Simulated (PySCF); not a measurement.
SMILES CB(C)CC[Si](F)(F)F (C₄H₁₀BF₃Si) at its GFN2-xTB optimised geometry (Å):

```
19

Si     0.4394     1.9516    -2.1801
F      0.0927     0.6431    -3.0140
F      2.0086     2.1154    -2.3900
F     -0.1809     3.1208    -3.0633
C     -0.1391     1.9428    -0.3957
C     -0.9021     0.6620     0.0000
B     -0.0839    -0.6952     0.0000
C      1.4903    -0.6952     0.0000
C     -0.8815    -2.0527     0.0065
H      0.7138     2.0659     0.2742
H     -0.7860     2.8080    -0.2263
H     -1.7873     0.5688    -0.6336
H     -1.2927     0.8028     1.0139
H      1.8667    -0.2798    -0.9348
H      1.8962    -0.0625     0.7884
H      1.9303    -1.6828     0.1117
H     -1.9303    -1.9538     0.2762
H     -0.8528    -2.4656    -1.0028
H     -0.4345    -2.8080     0.6496
```

Computed with PySCF with B3LYP/def2-SVP.

Map of the Laplacian of the electron density (e/bohr⁵) on the plane z = 1.2 Å:

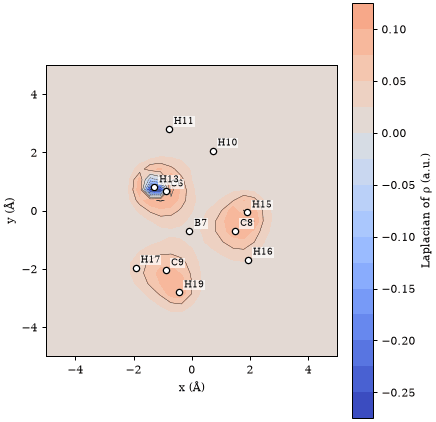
Laplacian of the electron density (e/bohr⁵) on the plane z = 1.2 Å.
